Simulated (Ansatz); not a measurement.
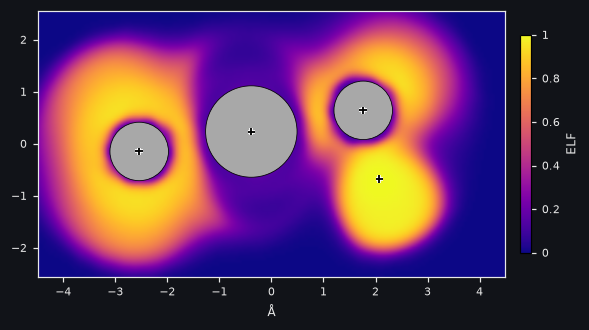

The electron localisation function on a plane through atoms (crosses mark nuclei in the plane; grey discs cover the cores).

These are results of RKS B3LYP-D4/def2-SVP (Ansatz), not measurements.

Candidates:
A. H$_{2}$S$_{2}$Zn (SMILES [SH][Zn][SH])
B. C$_{2}$H$_{2}$FNO (SMILES N=C(F)C=O)

Q: Which system is this?

A: Candidate A: H$_{2}$S$_{2}$Zn on the plane of atoms Zn2, S1 and H4, which holds S, Zn and H. Zn–S (2.19 Å): the ELF peaks at about 0.85 in the valence shell of S, 0.9 Å from its nucleus, and is about 0.55 at the midpoint. S–H (1.36 Å): the ELF climbs to about 1 towards the hydrogen, as it does in any bond to H.
